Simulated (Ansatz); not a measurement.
# SiH₂S + H₂S: a complex and its separated parts, part 2 of 2

Ansatz 0.2.0, Gaussian basis. The steps go on from the part before.

**13. CAM-B3LYP-D4/def2-TZVPP**

The inputs:

parta/in.yaml

```yaml
crystal:
  periodic: [false, false, false]
  atoms:
    - {symbol: Si, position_ang: [-0.734538, -0.153895, 0.904427]}
    - {symbol: S, position_ang: [-1.693568, 1.379508, 0.208625]}
    - {symbol: H, position_ang: [-0.997299, -1.566286, 0.527971]}
    - {symbol: H, position_ang: [0.371943, -0.090523, 1.893008]}
basis:
  gaussian: {orbitals: def2-TZVPP}
hamiltonian: {xc: {name: CAM-B3LYP}, dispersion: d4}
```

partb/in.yaml

```yaml
crystal:
  periodic: [false, false, false]
  atoms:
    - {symbol: S, position_ang: [1.226909, -0.343870, -0.858054]}
    - {symbol: H, position_ang: [0.369689, -0.201027, -1.879734]}
    - {symbol: H, position_ang: [1.456963, 0.976093, -0.796144]}
basis:
  gaussian: {orbitals: def2-TZVPP}
hamiltonian: {xc: {name: CAM-B3LYP}, dispersion: d4}
```

The same command starts each run, in its folder.

Launch:

```
$ ansatz run in.yaml --threads 2 --pin off --events-out ev --progress --plain --max-ram 4352MiB
```

Output in parta, cut to the lines that bear on the results:

```text
Functional definition: CAM-B3LYP
  name "CAM-B3LYP"
  cite "Yanai, Tew & Handy, Chem. Phys. Lett. 393, 51 (2004) doi:10.1016/j.cplett.2004.06.011"
  cite "Iikura, Tsuneda, Yanai & Hirao, J. Chem. Phys. 115, 3540 (2001) doi:10.1063/1.1383587"
  cite "Becke, Phys. Rev. A 38, 3098 (1988) doi:10.1103/PhysRevA.38.3098"
  cite "Lee, Yang & Parr, Phys. Rev. B 37, 785 (1988) doi:10.1103/PhysRevB.37.785"
[...]
  # Exact exchange under (alpha + beta erf(omega r))/r, Becke's under what is left of 1/r.
[...]
705 factors; their error is unknown
150 factors; integrals over basis functions are off by at most 5.6e-5 eV
[...]
mean field -18746.39527965 eV, -688.9173197640 hartree, gradient 2.4e-5 eV, S^2 0.000000; 0 other end points of the search recorded, 0 dependent functions left out
reference -18746.39537776 eV, -688.9173233694 hartree; 16, 16 occupied and 96, 96 virtual orbitals, 705 factors
Total energy: -18746.45745091 eV, -688.9196045156 hartree
```

Output in partb, cut to the lines that bear on the results:

```text
[... 6 set-up lines as earlier in the session ...]
[...]
  # Exact exchange under (alpha + beta erf(omega r))/r, Becke's under what is left of 1/r.
[...]
414 factors; their error is unknown
87 factors; integrals over basis functions are off by at most 9.9e-5 eV
[...]
mean field -10868.61808776 eV, -399.4143477112 hartree, gradient 1.9e-5 eV, S^2 0.000000; 0 other end points of the search recorded, 0 dependent functions left out
reference -10868.61816484 eV, -399.4143505439 hartree; 9, 9 occupied and 61, 61 virtual orbitals, 414 factors
Total energy: -10868.63012024 eV, -399.4147898967 hartree
```

Wall times: 1.3 s (parta), 0.55 s (partb) on 2 threads of Intel Xeon Platinum 8175M at 2.50GHz, shared host.

**14. wB97X-V/def2-TZVPP**

The same edit goes into each in.yaml of step 13 (parta, partb):

```diff
-hamiltonian: {xc: {name: CAM-B3LYP}, dispersion: d4}
+hamiltonian: {xc: {name: wB97X-V}}
```

One command serves all of them, each in its own folder.

Launch:

```
$ ansatz run in.yaml --threads 2 --pin off --events-out ev --progress --plain --max-ram 4352MiB
```

Output in parta, cut to the lines that bear on the results:

```text
Functional definition: wB97X-V
  name "wB97X-V"
  cite "Mardirossian & Head-Gordon, Phys. Chem. Chem. Phys. 16, 9904 (2014) doi:10.1039/C3CP54374A"
[... 2 set-up lines as earlier in the session ...]
[...]
      + integral(e_c_pw_opposite_spin*poly(b97_u_opposite, cos0, cos1)) + vv10(b, c)
700 factors; their error is unknown
139 factors; integrals over basis functions are off by at most 2.8e-5 eV
[...]
mean field -18743.00926696 eV, -688.7928860928 hartree, gradient 4.8e-5 eV, S^2 0.000000; 0 other end points of the search recorded, 0 dependent functions left out
reference -18743.00926538 eV, -688.7928860347 hartree; 16, 16 occupied and 96, 96 virtual orbitals, 700 factors
Total energy: -18743.00926538 eV, -688.7928860347 hartree
```

partb printed, cut to the lines that bear on the results:

```text
[... 5 set-up lines as earlier in the session ...]
[...]
      + integral(e_c_pw_opposite_spin*poly(b97_u_opposite, cos0, cos1)) + vv10(b, c)
409 factors; their error is unknown
87 factors; integrals over basis functions are off by at most 4.4e-5 eV
[...]
mean field -10866.66389082 eV, -399.3425322982 hartree, gradient 7.7e-5 eV, S^2 0.000000; 0 other end points of the search recorded, 0 dependent functions left out
reference -10866.66388965 eV, -399.3425322554 hartree; 9, 9 occupied and 61, 61 virtual orbitals, 409 factors
Total energy: -10866.66388965 eV, -399.3425322554 hartree
```

Wall times: 2.8 s (parta), 1.1 s (partb) on 2 threads of Intel Xeon Platinum 8175M at 2.50GHz, shared host.

**15. wB97M-V/def2-TZVPP**

Each input of step 14 (parta, partb) changes in the same lines:

```diff
-hamiltonian: {xc: {name: wB97X-V}}
+hamiltonian: {xc: {name: wB97M-V}}
```

The same command starts each run, in its folder.

Launch:

```
$ ansatz run in.yaml --threads 2 --pin off --events-out ev --progress --plain --max-ram 4352MiB
```

Log of parta, cut to the lines that bear on the results:

```text
Functional definition: wB97M-V
  name "wB97M-V"
  cite "Mardirossian & Head-Gordon, J. Chem. Phys. 144, 214110 (2016) doi:10.1063/1.4952647"
[... 2 set-up lines as earlier in the session ...]
  # Of w^i u^j: cxij and so on, Table III.
[...]
  gx(w, u) = 1 - cx + cx01*u + cx10*w
[...]
      + integral(e_c_pw_mod_opposite_spin*gos(b97_w_opposite, b97_u_opposite)) + vv10(b, c)
700 factors; their error is unknown
139 factors; integrals over basis functions are off by at most 2.8e-5 eV
[...]
mean field -18744.75898755 eV, -688.8571871385 hartree, gradient 3.2e-5 eV, S^2 0.000000; 0 other end points of the search recorded, 0 dependent functions left out
reference -18744.75902581 eV, -688.8571885446 hartree; 16, 16 occupied and 96, 96 virtual orbitals, 700 factors
Total energy: -18744.75902581 eV, -688.8571885446 hartree
```

partb printed, cut to the lines that bear on the results:

```text
[... 5 set-up lines as earlier in the session ...]
  # Of w^i u^j: cxij and so on, Table III.
[...]
  gx(w, u) = 1 - cx + cx01*u + cx10*w
[...]
      + integral(e_c_pw_mod_opposite_spin*gos(b97_w_opposite, b97_u_opposite)) + vv10(b, c)
409 factors; their error is unknown
87 factors; integrals over basis functions are off by at most 4.4e-5 eV
[...]
mean field -10867.51058252 eV, -399.3736476444 hartree, gradient 7.8e-6 eV, S^2 0.000000; 0 other end points of the search recorded, 0 dependent functions left out
reference -10867.51061069 eV, -399.3736486796 hartree; 9, 9 occupied and 61, 61 virtual orbitals, 409 factors
Total energy: -10867.51061069 eV, -399.3736486796 hartree
```

Times: 2.9 s (parta), 1.2 s (partb) on 2 threads of Intel Xeon Platinum 8175M at 2.50GHz, shared host.

**16. B2PLYP/def2-TZVPP**

Each input of step 15 (parta, partb) changes in the same lines:

```diff
-hamiltonian: {xc: {name: wB97M-V}}
+hamiltonian: {xc: {name: B2PLYP}}
```

Each run has its own folder and the same command.

Launch:

```
$ ansatz run in.yaml --threads 2 --pin off --events-out ev --progress --plain --max-ram 4352MiB
```

Output in parta, cut to the lines that bear on the results:

```text
Functional definition: B2PLYP
  name "B2PLYP"
  cite "Grimme, J. Chem. Phys. 124, 034108 (2006) doi:10.1063/1.2148954"
[... 2 set-up lines as earlier in the session ...]
[...]
635 factors; integrals over basis functions are off by at most 7.7e-4 eV
[...]
mean field -18736.67411707 eV, -688.5600736284 hartree, gradient 1.2e-6 eV, S^2 0.000000; 0 other end points of the search recorded, 0 dependent functions left out
10 core orbitals not correlated: weight in the atoms' cores, before any rotation towards them, 1.000 or more for the frozen orbitals, at most 0.000 for the correlated occupied ones
reference -18736.67424566 eV, -688.5600783540 hartree; 6, 6 occupied and 96, 96 virtual orbitals, 635 factors
second order -9.78503685 eV of doubles, -0.00000000 eV of singles
Total energy: -18739.31620561 eV, -688.6571685914 hartree
```

Output in partb, cut to the lines that bear on the results:

```text
[... 5 set-up lines as earlier in the session ...]
[...]
386 factors; integrals over basis functions are off by at most 7.9e-4 eV
[...]
mean field -10863.10107416 eV, -399.2116012010 hartree, gradient 3.7e-6 eV, S^2 0.000000; 0 other end points of the search recorded, 0 dependent functions left out
5 core orbitals not correlated: weight in the atoms' cores, before any rotation towards them, 1.000 or more for the frozen orbitals, at most 0.000 for the correlated occupied ones
reference -10863.10117405 eV, -399.2116048721 hartree; 4, 4 occupied and 61, 61 virtual orbitals, 386 factors
second order -6.35685473 eV of doubles, -0.00000000 eV of singles
Total energy: -10864.81752483 eV, -399.2746795997 hartree
```

Wall times: 1.6 s (parta), 0.65 s (partb) on 2 threads of Intel Xeon Platinum 8175M at 2.50GHz, shared host.

**17. PBE-QIDH/def2-TZVPP**

Each input of step 16 (parta, partb) changes in the same lines:

```diff
-hamiltonian: {xc: {name: B2PLYP}}
+hamiltonian: {xc: {name: PBE-QIDH}}
```

The same command starts each run, in its folder.

Launch:

```
$ ansatz run in.yaml --threads 2 --pin off --events-out ev --progress --plain --max-ram 4352MiB
```

parta printed, cut to the lines that bear on the results:

```text
Functional definition: PBE-QIDH
  name "PBE-QIDH"
  cite "Brémond, Sancho-García, Pérez-Jiménez & Adamo, J. Chem. Phys. 141, 031101 (2014) doi:10.1063/1.4890314"
[... 1 set-up line as earlier in the session ...]
[...]
635 factors; integrals over basis functions are off by at most 7.7e-4 eV
[...]
mean field -18731.16524534 eV, -688.3576263264 hartree, gradient 2.5e-6 eV, S^2 0.000000; 0 other end points of the search recorded, 0 dependent functions left out
10 core orbitals not correlated: weight in the atoms' cores, before any rotation towards them, 1.000 or more for the frozen orbitals, at most 0.000 for the correlated occupied ones
reference -18731.16525517 eV, -688.3576266875 hartree; 6, 6 occupied and 96, 96 virtual orbitals, 635 factors
second order -8.97699007 eV of doubles, -0.00000000 eV of singles
Total energy: -18734.15758519 eV, -688.4675927876 hartree
```

Output in partb, cut to the lines that bear on the results:

```text
[... 4 set-up lines as earlier in the session ...]
[...]
386 factors; integrals over basis functions are off by at most 7.9e-4 eV
[...]
mean field -10860.20505101 eV, -399.1051743131 hartree, gradient 1.1e-6 eV, S^2 0.000000; 0 other end points of the search recorded, 0 dependent functions left out
5 core orbitals not correlated: weight in the atoms' cores, before any rotation towards them, 1.000 or more for the frozen orbitals, at most 0.000 for the correlated occupied ones
reference -10860.20505779 eV, -399.1051745624 hartree; 4, 4 occupied and 61, 61 virtual orbitals, 386 factors
second order -5.89916599 eV of doubles, -0.00000000 eV of singles
Total energy: -10862.17144645 eV, -399.1774380129 hartree
```

Times: 1.6 s (parta), 0.65 s (partb) on 2 threads of Intel Xeon Platinum 8175M at 2.50GHz, shared host.

**18. RPA on PBE/def2-TZVPP**

The same edit goes into each in.yaml of step 17 (parta, partb):

```diff
-hamiltonian: {xc: {name: PBE-QIDH}}
+hamiltonian: {xc: pbe}
+correlation: {method: rpa}
```

One command serves all of them, each in its own folder.

Launch:

```
$ ansatz run in.yaml --threads 2 --pin off --events-out ev --progress --plain --max-ram 4352MiB
```

parta printed, cut to the lines that bear on the results:

```text
[... 4 set-up lines as earlier in the session ...]
[...]
635 factors; integrals over basis functions are off by at most 7.7e-4 eV
[...]
mean field -18737.26511379 eV, -688.5817923574 hartree, gradient 4.7e-6 eV, S^2 0.000000; 0 other end points of the search recorded, 0 dependent functions left out
10 core orbitals not correlated: weight in the atoms' cores, before any rotation towards them, 1.000 or more for the frozen orbitals, at most 0.000 for the correlated occupied ones
reference -18711.09777499 eV, -687.6201603933 hartree; 6, 6 occupied and 96, 96 virtual orbitals, 635 factors
Total energy: -18725.21351607 eV, -688.1389043099 hartree
```

Output in partb, cut to the lines that bear on the results:

```text
[... 4 set-up lines as earlier in the session ...]
[...]
386 factors; integrals over basis functions are off by at most 7.9e-4 eV
[...]
mean field -10863.54266358 eV, -399.2278293130 hartree, gradient 1.8e-6 eV, S^2 0.000000; 0 other end points of the search recorded, 0 dependent functions left out
5 core orbitals not correlated: weight in the atoms' cores, before any rotation towards them, 1.000 or more for the frozen orbitals, at most 0.000 for the correlated occupied ones
reference -10849.04798512 eV, -398.6951597043 hartree; 4, 4 occupied and 61, 61 virtual orbitals, 386 factors
Total energy: -10858.41209596 eV, -399.0392844305 hartree
```

Wall times: 1.4 s (parta), 0.6 s (partb) on 2 threads of Intel Xeon Platinum 8175M at 2.50GHz, shared host.

**19. CCSD(T)/def2-TZVPP**

Each input of step 18 (parta, partb) changes in the same lines:

```diff
-hamiltonian: {xc: pbe}
-correlation: {method: rpa}
+correlation: {method: ccsd_t}
```

The same command starts each run, in its folder.

Launch:

```
$ ansatz run in.yaml --threads 2 --pin off --events-out ev --progress --plain --max-ram 4352MiB
```

Log of parta, cut to the lines that bear on the results:

```text
Functional definition: HF
  name "HF"
  cite "Fock, Z. Phys. 61, 126 (1930) doi:10.1007/BF01340294"
[... 1 set-up line as earlier in the session ...]
[...]
635 factors; integrals over basis functions are off by at most 7.7e-4 eV
[...]
mean field -18711.90839624 eV, -687.6499501746 hartree, gradient 1.5e-6 eV, S^2 0.000000; 0 other end points of the search recorded, 0 dependent functions left out
10 core orbitals not correlated: weight in the atoms' cores, before any rotation towards them, 1.000 or more for the frozen orbitals, at most 0.000 for the correlated occupied ones
reference -18711.90839624 eV, -687.6499501746 hartree; 6, 6 occupied and 96, 96 virtual orbitals, 635 factors
second order -7.80311510 eV of doubles, -0.00000000 eV of singles
cycle   1  -8.30379231 eV  change   -5.0e-1 eV  update   7.9e-2
[...]
cycle  10  -8.62093186 eV  change    4.1e-6 eV  update   5.5e-6
perturbative correction -0.43014955 eV, -0.0158077045 hartree
Total energy: -18720.95947765 eV, -687.9825712816 hartree
```

Output in partb, cut to the lines that bear on the results:

```text
[... 4 set-up lines as earlier in the session ...]
[...]
386 factors; integrals over basis functions are off by at most 7.9e-4 eV
[...]
mean field -10849.38778696 eV, -398.7076471916 hartree, gradient 1.3e-6 eV, S^2 0.000000; 0 other end points of the search recorded, 0 dependent functions left out
5 core orbitals not correlated: weight in the atoms' cores, before any rotation towards them, 1.000 or more for the frozen orbitals, at most 0.000 for the correlated occupied ones
reference -10849.38778696 eV, -398.7076471916 hartree; 4, 4 occupied and 61, 61 virtual orbitals, 386 factors
second order -5.20096523 eV of doubles, -0.00000000 eV of singles
cycle   1  -5.68442091 eV  change   -4.8e-1 eV  update   4.9e-2
[...]
cycle   8  -5.86292242 eV  change    2.9e-6 eV  update   5.9e-6
perturbative correction -0.21792814 eV, -0.0080087115 hartree
Total energy: -10855.46863752 eV, -398.9311143281 hartree
```

Wall times: 2.3 s (parta), 0.6 s (partb) on 2 threads of Intel Xeon Platinum 8175M at 2.50GHz, shared host.

**20. Vibrations of SiH₂S**

The input, vib-parta/in.yaml:

```yaml
crystal:
  periodic: [false, false, false]
  atoms:
    - {symbol: Si, position_ang: [-0.734538, -0.153895, 0.904427]}
    - {symbol: S, position_ang: [-1.693568, 1.379508, 0.208625]}
    - {symbol: H, position_ang: [-0.997299, -1.566286, 0.527971]}
    - {symbol: H, position_ang: [0.371943, -0.090523, 1.893008]}
basis:
  gaussian: {orbitals: def2-TZVP}
hamiltonian: {xc: pbe0, dispersion: d4}
phonons: {temperatures: {t_min: 298.15, t_max: 900, t_step: 200}}
```

Launch:

```
$ ansatz run in.yaml --threads 2 --pin off --events-out ev --progress --plain --max-ram 4352MiB
```

The log of the run, cut to the lines that bear on the results:

```text
[... 5 set-up lines as earlier in the session ...]
[...]
627 factors; their error is unknown
[...]
mean field -18738.84662215 eV, -688.6399117176 hartree, gradient 4.2e-5 eV, S^2 0.000000; 0 other end points of the search recorded, 0 dependent functions left out
[...]
Atom 1 at    -1.693568     1.379508     0.208625 Å, force     0.000025    -0.000041     0.000018 eV/Å
Atom 2 at    -0.997299    -1.566286     0.527971 Å, force    -0.000007    -0.000028    -0.000009 eV/Å
Atom 3 at     0.371943    -0.090523     1.893008 Å, force     0.000022     0.000004     0.000020 eV/Å
Dipole moment:     0.278448    -0.445212     0.202020 e Å
Vibrations: 618.76 641.53 738.96 1002.89 2222.39 2234.31 cm⁻¹, zero-point energy 0.462389 eV
```

It took 6.5 s on 2 threads of Intel Xeon Platinum 8175M at 2.50GHz, shared host.

The modes, with what each moves most:

| mode | wavenumber (cm⁻¹) | character |
| --- | --- | --- |
| 1 | 619 | bend |
| 2 | 642 | out-of-plane bend |
| 3 | 739 | Si–S stretch |
| 4 | 1003 | bend |
| 5 | 2222 | Si–H stretch |
| 6 | 2234 | Si–H stretch |

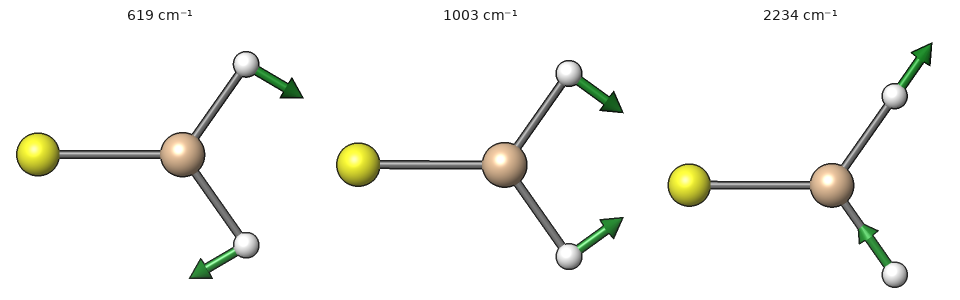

How the atoms move in 3 of the modes.

Vibrational sums (real modes only):

| T (K) | entropy (J/mol/K) | heat capacity (J/mol/K) |
| --- | --- | --- |
| 298 | 4.8 | 12.9 |
| 498 | 14.3 | 23.9 |
| 698 | 23.6 | 30.9 |
| 898 | 32.0 | 35.7 |

**21. Vibrations of H₂S**

The input, vib-partb/in.yaml:

```yaml
crystal:
  periodic: [false, false, false]
  atoms:
    - {symbol: S, position_ang: [1.226909, -0.343870, -0.858054]}
    - {symbol: H, position_ang: [0.369689, -0.201027, -1.879734]}
    - {symbol: H, position_ang: [1.456963, 0.976093, -0.796144]}
basis:
  gaussian: {orbitals: def2-TZVP}
hamiltonian: {xc: pbe0, dispersion: d4}
phonons: {temperatures: {t_min: 298.15, t_max: 900, t_step: 200}}
```

Launch:

```
$ ansatz run in.yaml --threads 2 --pin off --events-out ev --progress --plain --max-ram 4352MiB
```

The log of the run, cut to the lines that bear on the results:

```text
[... 5 set-up lines as earlier in the session ...]
[...]
359 factors; their error is unknown
[...]
mean field -10864.45046243 eV, -399.2611903053 hartree, gradient 4.8e-5 eV, S^2 0.000000; 0 other end points of the search recorded, 0 dependent functions left out
[...]
Total energy: -10864.46265860 eV, -399.2616385062 hartree
Atom 0 at     1.226909    -0.343870    -0.858054 Å, force     0.000174    -0.000407     0.000267 eV/Å
Atom 1 at     0.369689    -0.201027    -1.879734 Å, force    -0.001508    -0.001334    -0.001549 eV/Å
Atom 2 at     1.456963     0.976093    -0.796144 Å, force     0.001333     0.001741     0.001282 eV/Å
Dipole moment:    -0.081669     0.190485    -0.124980 e Å
Vibrations: 1209.04 2724.89 2740.12 cm⁻¹, zero-point energy 0.413738 eV
```

It took 1.8 s on 2 threads of Intel Xeon Platinum 8175M at 2.50GHz, shared host.

Wavenumbers and character of the modes:

| mode | wavenumber (cm⁻¹) | character |
| --- | --- | --- |
| 1 | 1209 | bend |
| 2 | 2725 | S–H stretch |
| 3 | 2740 | S–H stretch |

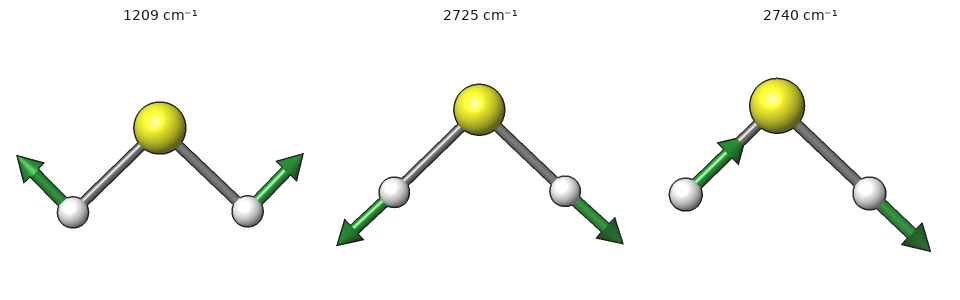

How the atoms move in 3 of the modes.

Vibrational sums (real modes only):

| T (K) | entropy (J/mol/K) | heat capacity (J/mol/K) |
| --- | --- | --- |
| 298 | 0.2 | 0.8 |
| 498 | 1.2 | 3.7 |
| 698 | 3.0 | 7.0 |
| 898 | 5.1 | 10.2 |

**22. Complex less separated parts**

The complex's own energies come from single points at the same levels.

Rows are in def2-TZVPP; times add the 3 runs of a level on a shared host, so small differences are noise.

Differences are taken before rounding.

| method | rung | complex less parts (kcal/mol) | from CCSD(T) (kcal/mol) | time |
| --- | --- | --- | --- | --- |
| SPW92 | LDA | -17.8 | -9.4 | 2.4 s |
| PBE-D4 | GGA | -13.2 | -4.7 | 3.5 s |
| BLYP-D4 | GGA | -9.3 | -0.8 | 3.8 s |
| r2SCAN-D4 | meta-GGA | -12.8 | -4.4 | 6.5 s |
| B97M-V | meta-GGA | -10.4 | -1.9 | 11 s |
| PBE0-D4 | hybrid | -13.5 | -5.0 | 4.7 s |
| B3LYP-D4 | hybrid | -10.0 | -1.5 | 4.8 s |
| r2SCAN0-D4 | hybrid | -13.2 | -4.7 | 7.2 s |
| BHLYP-D4 | hybrid | -10.6 | -2.1 | 4.7 s |
| CAM-B3LYP-D4 | range-separated hybrid | -10.0 | -1.6 | 5.5 s |
| wB97X-V | range-separated hybrid | -11.5 | -3.1 | 12 s |
| wB97M-V | range-separated hybrid | -10.9 | -2.5 | 12 s |
| B2PLYP | double hybrid | -8.0 | +0.4 | 7.8 s |
| PBE-QIDH | double hybrid | -12.2 | -3.7 | 8.3 s |
| RPA on PBE | RPA | -6.1 | +2.4 | 7.6 s |
| Hartree-Fock | wavefunction | -4.1 | +4.4 |  |
| MP2 | wavefunction | -10.6 | -2.1 |  |
| CCSD | wavefunction | -7.7 | +0.7 |  |
| CCSD(T) | wavefunction | -8.5 | 0 | 27 s |

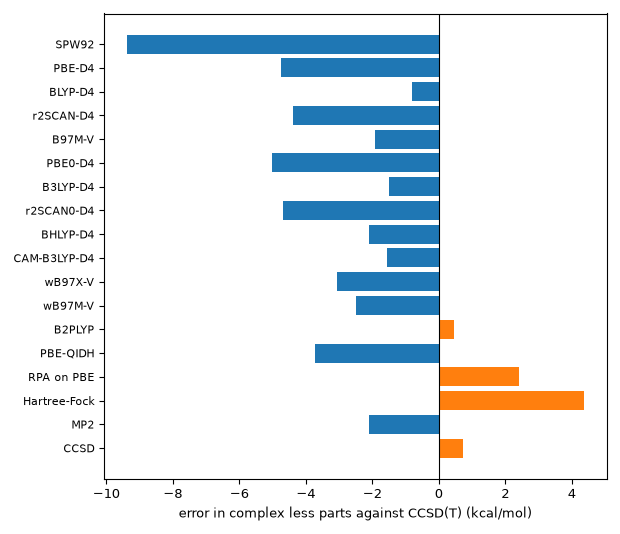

Deviations from CCSD(T), method by method.

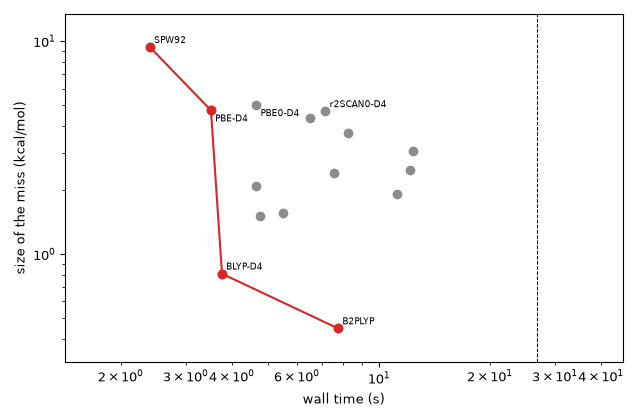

Miss against cost. Red marks the levels that no quicker level drawn beats (of those quicker than the yardstick), and the dashed line is the time of CCSD(T). Only those levels and the largest misses are named. Times are from a shared host.

B2PLYP reaches 0.4 kcal/mol from the reference in 7.8 s, where CCSD(T) took 27 s; the quickest level in the cost chart, SPW92, takes 2.4 s and misses by 9.4 kcal/mol.

The complex's zero-point energy, from a separate PBE0-D4 run, is 0.998 eV.

**23. Outcome**

The summary covers parts 1 to 2.

```
                              quantity          value
complex less parts, CCSD(T)/def2-TZVPP  -8.5 kcal/mol
                with zero-point energy  -5.6 kcal/mol
                 largest T1 diagnostic          0.018
```

At CCSD(T) the complex lies 8.5 kcal/mol below its parts. B2PLYP is the best functional here (+0.4 kcal/mol from CCSD(T)); SPW92 is the worst (-9.4 kcal/mol). By rung, the mean size of the error is: LDA 9.4, GGA 2.8, meta-GGA 3.1, hybrid 3.3, range-separated hybrid 2.4, double hybrid 2.1 kcal/mol. PBE-D4 gives a relative energy 4.7 kcal/mol too low, outside chemical accuracy (1 kcal/mol). No counterpoise was applied, and triple zeta lacks some correlation, so the CCSD(T) reference has a basis error of its own, and close matches with it are partly luck.
